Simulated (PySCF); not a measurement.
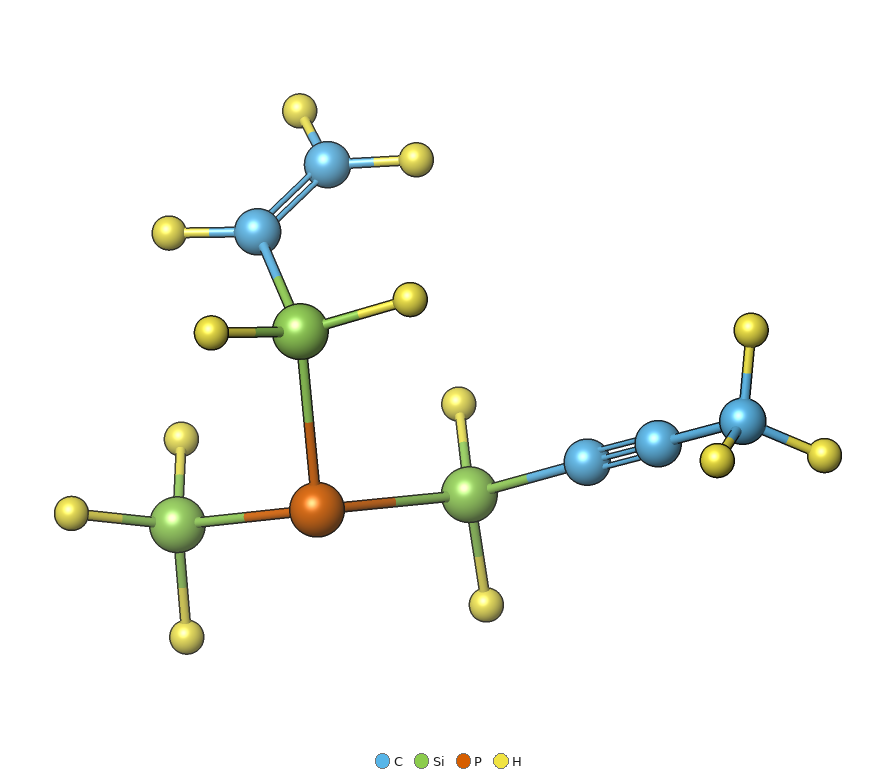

The computed structure is the end point of a GFN2-xTB optimisation. No frequency run is at hand to confirm it as a minimum. Level of theory: PBE0/pcSseg-1, gas phase (PySCF 2.14.0).

> Give the HOMO–LUMO gap at this level.

6.20 eV.

> Estimate the HOMO energy (Kohn–Sham orbital).

−6.82 eV.

> Estimate the dipole moment.

1.86 D.

The geometry is semi-empirical. Around P, Si such bond lengths and angles can be off by a tenth of an ångström or more and by several degrees, and values that hang on the shape move with them.
